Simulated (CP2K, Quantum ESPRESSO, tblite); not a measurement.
# Random packing of 58BN-42Si3N4 (mol %) (107 atoms) in CP2K, part 2 of 2

Wanted: CP2K inputs and outputs for random packing of 58BN-42Si3N4 (mol %) (107 atoms), checked against a plane-wave reference.

Program: CP2K 2026.2; the method stands at each step. Banners, paths, timers and routine set-up lines are dropped from the logs unmarked, and long logs keep their key lines alone; longer cuts are marked.

So far. Step 3 (PBE, DZVP-MOLOPT-SR, 840/50 Ry, diagonalisation): Against the first run (2.6 %), the force difference from the reference is 2.6 %, at 1.2 times the CPU time: the change moves forces by 2.2 meV/Å r.m.s., so most of the difference comes from elsewhere.

## 4. PBE, SZV-MOLOPT-SR, 600/50 Ry, diagonalisation

Method: Kohn-Sham DFT, PBE, GTH-PBE pseudopotentials, Gaussian and plane waves, SZV-MOLOPT-SR-GTH, diagonalisation.

input.inp

```
&GLOBAL
  PROJECT cell
  RUN_TYPE ENERGY_FORCE
  PRINT_LEVEL LOW
&END GLOBAL
&FORCE_EVAL
  METHOD QS
  STRESS_TENSOR ANALYTICAL
  &DFT
    BASIS_SET_FILE_NAME BASIS_MOLOPT
    POTENTIAL_FILE_NAME GTH_POTENTIALS
    &MGRID
      CUTOFF 600
      REL_CUTOFF 50
      NGRIDS 5
    &END MGRID
    &QS
      EPS_DEFAULT 1.0E-12
    &END QS
    &SCF
      SCF_GUESS ATOMIC
      EPS_SCF 5.0E-06
      MAX_SCF 200
      ADDED_MOS 14
      &DIAGONALIZATION
        ALGORITHM STANDARD
      &END DIAGONALIZATION
      &SMEAR ON
        METHOD FERMI_DIRAC
        ELECTRONIC_TEMPERATURE [K] 580
      &END SMEAR
      &MIXING
        METHOD BROYDEN_MIXING
        ALPHA 0.3
        NBROYDEN 12
      &END MIXING
      &PRINT
        &RESTART OFF
        &END RESTART
      &END PRINT
    &END SCF
    &XC
      &XC_FUNCTIONAL PBE
      &END XC_FUNCTIONAL
    &END XC
    &PRINT
      &MULLIKEN ON
      &END MULLIKEN
      &HIRSHFELD ON
        SHAPE_FUNCTION DENSITY
      &END HIRSHFELD
      &MO ON
        EIGENVALUES T
        OCCUPATION_NUMBERS T
        MO_INDEX_RANGE 225 248
        &EACH
          QS_SCF 0
        &END EACH
        ADD_LAST NUMERIC
      &END MO
    &END PRINT
  &END DFT
  &SUBSYS
    &CELL
      A 10.91630 0.00000 0.00000
      B 0.00000 10.91630 0.00000
      C 0.00000 0.00000 10.91630
    &END CELL
    &TOPOLOGY
      COORD_FILE_NAME structure.xyz
      COORD_FILE_FORMAT XYZ
    &END TOPOLOGY
    &KIND B
      BASIS_SET SZV-MOLOPT-SR-GTH-q3
      POTENTIAL GTH-PBE-q3
    &END KIND
    &KIND N
      BASIS_SET SZV-MOLOPT-SR-GTH-q5
      POTENTIAL GTH-PBE-q5
    &END KIND
    &KIND Si
      BASIS_SET SZV-MOLOPT-SR-GTH-q4
      POTENTIAL GTH-PBE-q4
    &END KIND
  &END SUBSYS
  &PRINT
    &FORCES ON
    &END FORCES
    &STRESS_TENSOR ON
    &END STRESS_TENSOR
  &END PRINT
&END FORCE_EVAL
```

structure.xyz

```xyz
107

B 9.71944 6.96940 4.54577
B 2.69513 0.87789 8.44474
B 1.93972 8.17980 5.98606
B 0.34921 10.19037 4.08805
B 8.38208 1.98535 7.85657
B 7.69272 7.45420 8.51231
B 7.89718 1.77270 0.33491
B 5.47267 6.17098 10.83967
B 6.16935 10.65442 2.71074
B 5.90736 2.16667 4.32864
B 5.06920 6.30067 2.45868
B 1.32437 9.70175 8.02283
B 8.96599 9.06118 1.62522
B 3.80804 0.39975 5.61807
B 1.82793 5.95037 0.88007
N 3.64386 1.93710 9.42273
N 8.39136 8.08581 4.46706
N 0.95867 4.84716 1.53330
N 6.17393 1.60622 1.64945
N 8.37247 0.54330 7.47657
[... 83 atom lines left out ...]
Si 9.81856 6.71287 1.33223
Si 1.94234 5.00305 7.62864
Si 6.42763 6.81592 4.79968
Si 5.84677 8.33951 1.05801
```

Launch:

```console
> OMP_NUM_THREADS=2 cp2k.psmp -i input.inp > output.txt
```

Numbers of over 12 decimals in the logs are rounded to 6 here.

The log of the run:

```text
CP2K| version string:                                       CP2K version 2026.2
 CP2K| Input file name                                                 input.inp
 GLOBAL| Basis set file name                                        BASIS_MOLOPT
 GLOBAL| Potential file name                                      GTH_POTENTIALS
 GLOBAL| Run type                                                   ENERGY_FORCE
 GLOBAL| Total number of message passing processes                             1
 GLOBAL| Number of threads for this process                                    2
 TOTAL NUMBERS AND MAXIMUM NUMBERS
  Total number of            - Atomic kinds:                                   3
                             - Atoms:                                        107
[... lines left out ...]
                        Smear method:                                FERMI_DIRAC
[... lines left out ...]
 Number of electrons:                                                        472
[... lines left out ...]
  Step     Update method      Time    Convergence         Total energy    Change
[... lines left out ...]
  *** SCF run converged in    42 steps ***
[... lines left out ...]
  Fermi energy:                                                 0.240096
  Total energy:                                              -747.341367
  Total energy (extrapolated to T->0):                       -747.332301
[... lines left out ...]
 MO| E(Fermi):            0.240096 a.u.          6.533346 eV
[... lines left out ...]
 !-----------------------------------------------------------------------------!
 !-----------------------------------------------------------------------------!
                           Hirshfeld Charges
  #Atom  Element  Kind  Ref Charge     Population                    Net charge
      1       B      1       3.000          2.929                         0.071
      2       B      1       3.000          2.857                         0.143
      3       B      1       3.000          2.943                         0.057
[...]
106       Si     3       4.000          3.860                         0.140
    107       Si     3       4.000          3.775                         0.225
  Total Charge                                                           -0.000
 !-----------------------------------------------------------------------------!
 ENERGY| Total FORCE_EVAL ( QS ) energy [hartree]           -747.341360
 FORCES| Atomic forces [hartree/bohr]
 FORCES|   Atom     x               y               z               |f|
 FORCES|      1  2.32428455E-02  2.44615018E-02 -1.96348893E-02   3.90400284E-02
 FORCES|      2  4.02562708E-02  1.43242336E-02  6.05138944E-02   7.40788933E-02
 FORCES|      3 -3.46839869E-03  3.38100768E-02 -2.91831683E-02   4.47974150E-02
[...]
FORCES|    106  7.29212902E-02 -2.50869635E-03  3.70498605E-03   7.30584358E-02
 FORCES|    107 -5.85467103E-03  1.39122999E-03  4.00304419E-02   4.04802294E-02
 FORCES| Sum    -9.60582316E-04 -3.38429850E-05 -2.99271118E-04
 FORCES| Total atomic force                                       1.00669108E-03
 STRESS| Analytical stress tensor [bar]
 STRESS|                        x                   y                   z
 STRESS|      x        4.23696559388E+04   1.73228164814E+04  -3.53004594860E+03
 STRESS|      y        1.73228164814E+04  -1.37519416678E+04   2.28177734922E+03
 STRESS|      z       -3.53004594860E+03   2.28177734922E+03  -1.65592027128E+04
 STRESS| 1/3 Trace                                             4.01950385272E+03
```

Run time: 4.9 min. Hardware: 2 threads of Arm Neoverse V1, shared host; peak memory 3.5 GiB; 8.8 min of CPU time.

Against the reference:

```yaml
r_m_s_force_component: 1.919 eV/Å
r_m_s_difference_of_force_components: 968.3 meV/Å
longest_difference_of_force_vectors: 3332 meV/Å
force_difference_over_r_m_s_force: 55.71 %
slope_of_forces_against_the_reference_s: 0.9541
correlation_of_force_components: 0.8643
pressure: 0.402 GPa
pressure_difference: 21.69 GPa
```

This is a coarse setting, run to see what it loses.

Against the first run (2.6 %), the force difference from the reference is 56 %, at 0.58 times the CPU time (on 2 against 4 cores), with 428 basis functions against 1391: the smaller basis costs accuracy.

## 5. The ladder

Differences are against the plane-wave reference, forces as r.m.s. over components; share is that over the reference's r.m.s. force, slope the least-squares factor from reference forces to these. Total energies of different programs have different zeros and aren't compared.

```
                                                         run  Δ force, r.m.s. (meV/Å)  share (%)  slope  Δ pressure (GPa)  cores  CPU time  memory (GiB)
                                                   reference                        -          -      -                 -      4    43 min           4.6
        CP2K PBE, DZVP-MOLOPT-SR, 600/50 Ry, diagonalisation                     45.3       2.61  0.991             0.710      4    15 min           4.6
        CP2K PBE, DZVP-MOLOPT-SR, 840/50 Ry, diagonalisation                     45.2       2.60  0.991             0.710      4    18 min           7.1
CP2K PBE, SZV-MOLOPT-SR, 600/50 Ry, diagonalisation (coarse)                      968       55.7  0.954              21.7      2   8.8 min           3.5
```

Rows marked coarse were listed beforehand as settings not expected to be converged; some can still land near the reference.

CPU time is summed over cores on a shared host, where runs went side by side, so it is rough. Symmetry, cutoffs, thresholds, outputs and thread counts weren't matched or tuned between programs; memory under MPI is the largest rank's times the ranks.

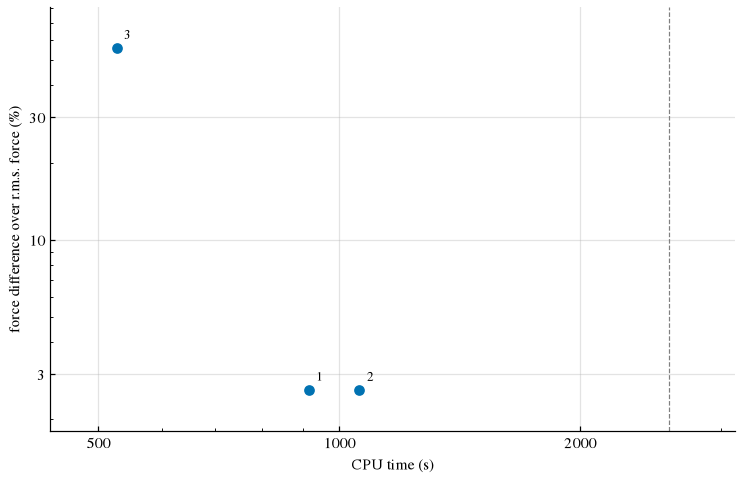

Force difference against CPU time; the dashed line marks the reference's time. Points: 1 CP2K PBE, DZVP-MOLOPT-SR, 600/50 Ry, diagonalisation; 2 CP2K PBE, DZVP-MOLOPT-SR, 840/50 Ry, diagonalisation; 3 CP2K PBE, SZV-MOLOPT-SR, 600/50 Ry, diagonalisation.

Mean charges by element (e), by run and scheme:

```
                                                 run     scheme      B      N     Si
CP2K PBE, DZVP-MOLOPT-SR, 600/50 Ry, diagonalisation   Mulliken  +0.14  -0.23  +0.35
CP2K PBE, DZVP-MOLOPT-SR, 600/50 Ry, diagonalisation  Hirshfeld  +0.12  -0.18  +0.26
CP2K PBE, DZVP-MOLOPT-SR, 840/50 Ry, diagonalisation   Mulliken  +0.14  -0.23  +0.35
CP2K PBE, DZVP-MOLOPT-SR, 840/50 Ry, diagonalisation  Hirshfeld  +0.12  -0.18  +0.26
```

Within one program, basis, potentials and functional, energies share a zero. Each run against its twin at the usual cutoff or grid and solver:

```
                                                 run                                        twin  Δ energy (meV/atom)  Δ force, r.m.s. (meV/Å)  CPU time over the twin's
CP2K PBE, DZVP-MOLOPT-SR, 840/50 Ry, diagonalisation  DZVP-MOLOPT-SR, 600/50 Ry, diagonalisation               5.0e-4                     2.23                       1.2
```

A second geometry, displaced anew (every atom was moved at random, 0.04 Å r.m.s. a Cartesian component), gives an energy difference that all programs can be tested on. The reference puts it at 11.84 meV/atom.

```
                                                 run  energy less the first geometry's (meV/atom)  error (meV/atom)  force share at the second geometry (%)
CP2K PBE, DZVP-MOLOPT-SR, 600/50 Ry, diagonalisation                                        11.56            -0.277                                    2.81
CP2K PBE, DZVP-MOLOPT-SR, 840/50 Ry, diagonalisation                                        11.56            -0.275                                    2.81
 CP2K PBE, SZV-MOLOPT-SR, 600/50 Ry, diagonalisation                                        19.43              7.59                                    58.9
```

## 6. Summary of results

| Quantity | Value |
| --- | --- |
| nearest in forces | a tie at 2.6 % of 2 runs: CP2K PBE, DZVP-MOLOPT-SR, 600/50 Ry, diagonalisation; CP2K PBE, DZVP-MOLOPT-SR, 840/50 Ry, diagonalisation |

What this shows: The PBE runs in local orbitals, coarse settings apart, differ by 2.6 % in each run; basis, grid and potentials can all enter. Runs with settings chosen to be coarse differ by 56 % (CP2K PBE, SZV-MOLOPT-SR, 600/50 Ry, diagonalisation), their programs' other errors included. Of the electronic-structure runs that take under half the reference's CPU time, CP2K PBE, DZVP-MOLOPT-SR, 840/50 Ry, diagonalisation is among the nearest, at 2.6 % in 18 min against 43 min. In pressure, CP2K PBE, SZV-MOLOPT-SR, 600/50 Ry, diagonalisation misses by +21.7 GPa, at the same functional. Charges hang on scheme and program or settings: among these rows the mean for Si runs from +0.26 to +0.35 e. The energy difference between the two geometries, 11.8 meV/atom in the reference, is met best by CP2K PBE, DZVP-MOLOPT-SR, 600/50 Ry, diagonalisation (-0.277) and CP2K PBE, DZVP-MOLOPT-SR, 840/50 Ry, diagonalisation (-0.275) and worst by CP2K PBE, SZV-MOLOPT-SR, 600/50 Ry, diagonalisation (coarse) (+7.59). The reference's pressure holds the uncorrected Pulay stress of its 60 Ry basis, so small pressure differences, and their order, may be the reference's own error. The reference's stress is far from hydrostatic: its diagonal is -18.3, -22.6, -23.0 GPa, compression counted positive. The reference's pressure of -21 GPa says that the cell would shrink at this level of theory. The electronic-structure runs sample only Γ, in a cell whose shortest periodic width is 11 Å, which is coarse for a cell with partly filled levels.

[Also dropped from logs without a mark: logging warnings of Python, and SIESTA's first energy breakdown and zero terms.]

[Logs are printed without paths, hosts, clocks, repeated set-up lines and the standing remarks that a program may print on its own settings, such as how far it seeks lower states.]

[Hosts, paths, dates, database ids (printed as entryN), source tags and the programs' standing remarks are cut or masked in the printed files.]
